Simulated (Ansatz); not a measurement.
# C6H6: the cost of one run

Computed with Ansatz 0.2.0 (DFT PBE+D3(BJ), Gaussian basis def2-SVP, and further levels as typed in the inputs, unless a step's input says otherwise).

## 1. Starting point

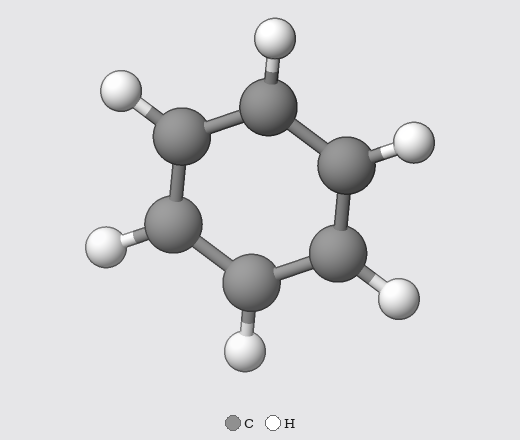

Start, viewed from a chosen angle; carbon grey, hydrogen white.

As a file:

```xyz
12

C    -0.7974    1.1439    0.0332
C    -1.3888   -0.1160   -0.0579
C    -0.5914   -1.2600   -0.0911
C     0.7974   -1.1439   -0.0332
C     1.3888    0.1160    0.0579
C     0.5914    1.2600    0.0911
H    -1.4187    2.0352    0.0591
H    -2.4708   -0.2064   -0.1030
H    -1.0522   -2.2416   -0.1620
H     1.4186   -2.0352   -0.0591
H     2.4708    0.2064    0.1030
H     1.0522    2.2416    0.1620
```

## 2. Relaxing the atoms: C6H6

input.yaml reads:

```yaml
relax:
  f_tol: 0.01
  max_steps: 200
crystal:
  periodic: [false, false, false]
  atoms:
    - { symbol: C, position_ang: [-0.797392, 1.143942, 0.033207] }
    - { symbol: C, position_ang: [-1.388787, -0.116016, -0.057876] }
    - { symbol: C, position_ang: [-0.591394, -1.259958, -0.091085] }
    - { symbol: C, position_ang: [0.797393, -1.143941, -0.033212] }
    - { symbol: C, position_ang: [1.388788, 0.116017, 0.057866] }
    - { symbol: C, position_ang: [0.591395, 1.259959, 0.091082] }
    - { symbol: H, position_ang: [-1.418655, 2.035202, 0.059096] }
    - { symbol: H, position_ang: [-2.470812, -0.206409, -0.102956] }
    - { symbol: H, position_ang: [-1.052159, -2.241611, -0.162041] }
    - { symbol: H, position_ang: [1.41865, -2.035205, -0.059079] }
    - { symbol: H, position_ang: [2.470813, 0.206408, 0.102952] }
    - { symbol: H, position_ang: [1.05216, 2.241612, 0.162046] }
basis:
  gaussian: { orbitals: def2-SVP }
hamiltonian:
  xc: pbe
  dispersion: d3bj
```

On the command line:

```bash
> ansatz run input.yaml --threads 2 --pin off --max-ram 6144MiB --backend cpu --events-out ev --progress --plain --runs-dir out
```

Q: Estimate wall time and peak memory on 2 threads of Intel Xeon Platinum 8259CL at 2.50GHz (Skylake/Cascade Lake), shared host.

About 18 s, with a peak of 0.17 GiB.
